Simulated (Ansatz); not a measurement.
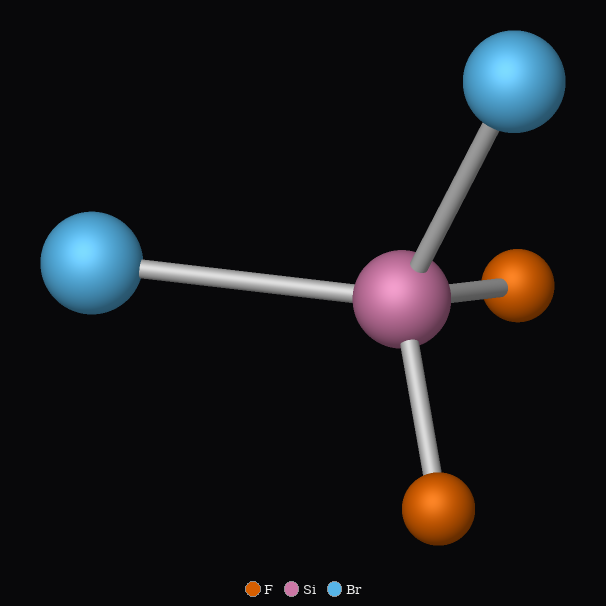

Harmonic vibrations computed with RKS PBE0-D4/def2-TZVP (Ansatz 0.2.0) at a stationary point of the same level.

Question: How many imaginary frequencies does it have?

Answer: A minimum: no imaginary frequency, and the lowest mode lies at 114 cm⁻¹.

Question: List the wavenumbers.

Answer: 9 modes: 114, 181, 233, 252, 268, 414, 555, 904, 986 cm⁻¹.
